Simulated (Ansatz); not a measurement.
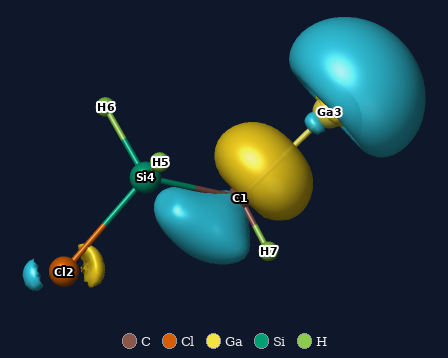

*CH4ClGaSi (SMILES Cl[SiH2][CH2][Ga]). One frontier orbital at ±0.15 Å⁻³ᐟ² (yellow and cyan are the two phases), seen at a tilt.*

Geometry: BLYP-D3(BJ)/def2-SVP.

These are results of isolated molecule in a Gaussian basis; Kohn-Sham density functional theory, functional PBE0 (Ansatz), not measurements.

The calculation's input:

```
crystal:
  periodic: [false, false, false]
  atoms:
    - symbol: C
      position_ang: [-0.629670, -1.104200, 2.222316]
    - symbol: Cl
      position_ang: [-2.554227, -1.160548, -0.493244]
    - symbol: Ga
      position_ang: [-0.127684, -1.542074, 4.216908]
    - symbol: Si
      position_ang: [-2.241792, -1.720152, 1.522210]
    - symbol: H
      position_ang: [-2.297279, -3.218754, 1.564025]
    - symbol: H
      position_ang: [-3.400094, -1.172323, 2.302563]
    - symbol: H
      position_ang: [0.218892, -1.500785, 1.617286]
    - symbol: H
      position_ang: [-0.591153, 0.008171, 2.154227]
basis:
  gaussian: {orbitals: def2-TZVPD}
hamiltonian: {xc: pbe0}
output: {forces: true, orbitals: {seedname: orbitals}}
```

Launched as:

```sh
ansatz run input.yaml --threads 2 --pin off --max-ram 4350MiB --events-out events.jsonl --progress --plain --runs-dir runs
```

Question: Which orbital is it: HOMO or LUMO?

Answer: The HOMO, at −6.27 eV. By Hirshfeld shares it lies mainly on Ga3 (about 60 %) and C1 (about 30 %).
